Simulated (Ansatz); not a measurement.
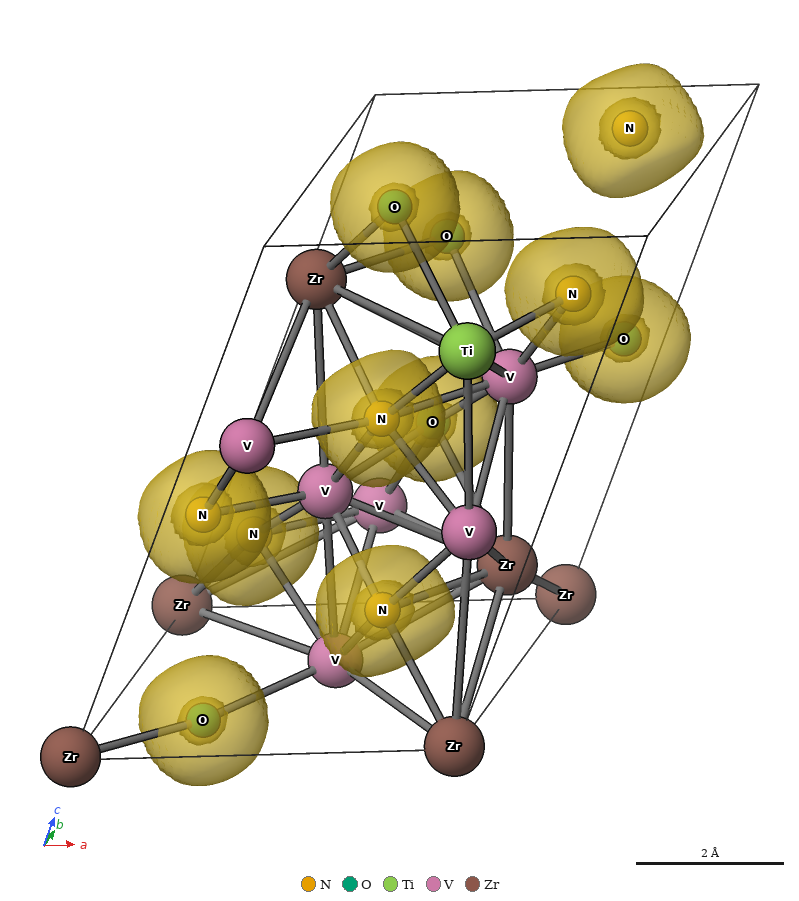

*Zr3TiV6N6O4. Isosurface of the electron localisation function at 0.65 (yellow), seen at an oblique angle. Only the valence region is drawn (cores and ρ < 0.01 e/Å³ removed). Sticks mark near contacts.*

Space group P1; a generated structure, not necessarily the stable one; computed without spin polarisation.

The calculation used DFT r2SCAN, scalar-relativistic, plane waves, PAW (Ansatz).

**What do the ELF domains correspond to?**

The ELF exceeds this value in six regions wrapped around N (the valence shell of each) and four regions wrapped around O (the valence shell of each), counted in one cell of 20 atoms. Regions shared between cells count once. Along the contacts the grid gives the following. V–N (1.92 Å): the ELF peaks at about 0.80 in the valence shell of N, 0.6 Å from its nucleus, and is about 0.25 at the midpoint: no localised pair shows between them. Ti–N (2.00 Å): the ELF peaks at about 0.80 in the valence shell of N, 0.6 Å from its nucleus, and is about 0.20 at the midpoint (no shared electron pair shows on this line).
